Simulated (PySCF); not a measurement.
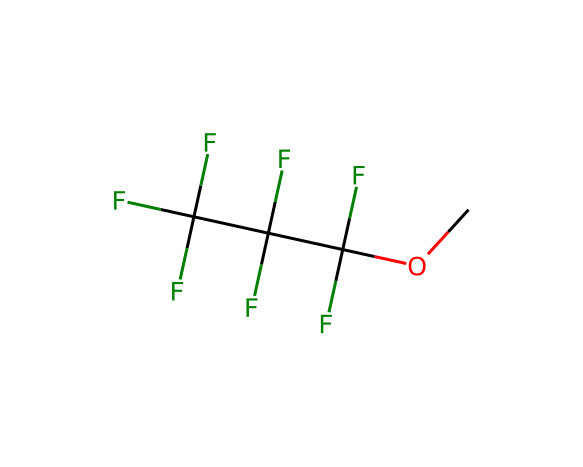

Give its SMILES.

Answer. COC(F)(F)C(F)(F)C(F)(F)F

What is the molecular formula?

Answer. C4H3F7O.

An optimisation with GFN2-xTB gave a structure of which point group?

Answer. C1. Other conformers may differ.

More results for the same structure follow; atom numbers are the same in all pictures, views and colours differ. The geometry was computed by an optimisation with GFN2-xTB. No frequency run is at hand to confirm it as a minimum.

**NMR shielding**

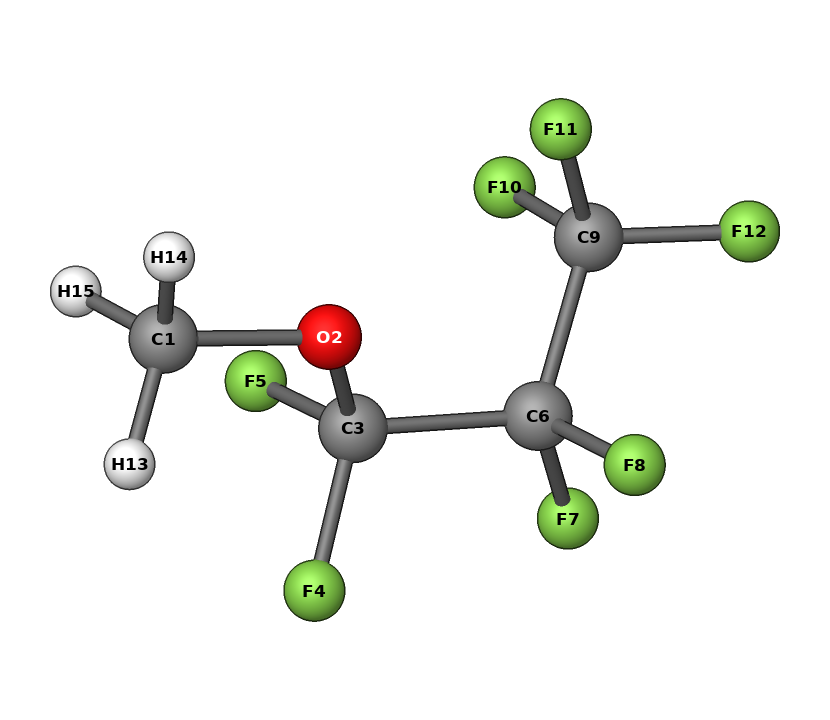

The questions are on isotropic NMR shieldings of the C atoms. No frequency run is at hand to confirm it as a minimum. Method: GIAO PBE0/pcSseg-1 NMR shielding, non-relativistic, gas phase (PySCF 2.14.0).

Which C atom is the most shielded (lowest chemical shift)?

Answer. C1 (133.3 ppm).

Which C atom is the least shielded (highest chemical shift)?

Answer. C9 (59.8 ppm).

How wide is the range of C shifts?

Answer. 73.5 ppm.

List the isotropic NMR shieldings of the C atoms.

| atom | σ (ppm) |
| --- | --- |
| C1 | 133.3 |
| C3 | 61.4 |
| C6 | 71.9 |
| C9 | 59.8 |

**Electronic properties**

No frequency run is at hand to confirm it as a minimum. Properties computed with PBE0/pcSseg-1, gas phase (PySCF 2.14.0).

Predict the main results.

- dipole moment: 3.04 D
- HOMO energy (Kohn–Sham orbital): −9.80 eV
- LUMO energy (Kohn–Sham orbital): 1.22 eV
- HOMO–LUMO gap: 11.02 eV

**Charges**

The questions are on ESP-fitted charges. No frequency run is at hand to confirm it as a minimum. Method: PBE0/pcSseg-1, gas phase (PySCF 2.14.0).

Which atom carries the highest charge (most positive or least negative)?

Answer. C9 (0.46 e).

And the lowest?

Answer. C1 (−0.25 e).

List the ESP-fitted charges.

| atom | value (e) |
| --- | --- |
| C1 | −0.25 |
| O2 | −0.23 |
| C3 | 0.42 |
| F4 | −0.15 |
| F5 | −0.18 |
| C6 | 0.09 |
| F7 | −0.10 |
| F8 | −0.11 |
| C9 | 0.46 |
| F10 | −0.14 |
| F11 | −0.15 |
| F12 | −0.13 |
| H13 | 0.15 |
| H14 | 0.16 |
| H15 | 0.15 |
